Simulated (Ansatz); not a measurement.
**A computed series for C: pressure series**

Start from C in the diamond structure (space group Fd-3m, No. 227; a = 3.532 Å).

Cell and atoms are relaxed at each pressure.

Level of theory: LDA, PAW, 420 eV (Ansatz, a first-principles code; without spin-orbit coupling).

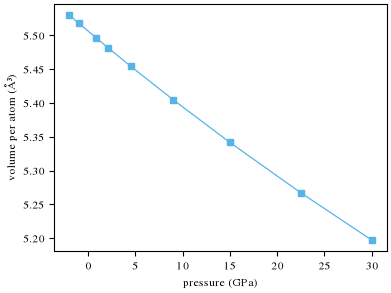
Volume against pressure

Problem. Estimate the zero-pressure bulk modulus from the plot.

Solution. About 470 GPa; a third-order Birch–Murnaghan fit to the points gives V₀ = 5.51 Å³/atom, B₀ = 467 GPa and B₀′ = 3.6.

Measured bulk modulus of C: 454.7 GPa (static lattice; corrected from measurement; as listed in Daniel Mejia-Rodriguez, S. B. Trickey, Phys. Rev. B (2018)); the computed value is 3 % above it.

Load acts through the strain it causes; cell and atoms are relaxed under it. Whether these cells are dynamically stable was not tested. Competing high-pressure phases were not computed.
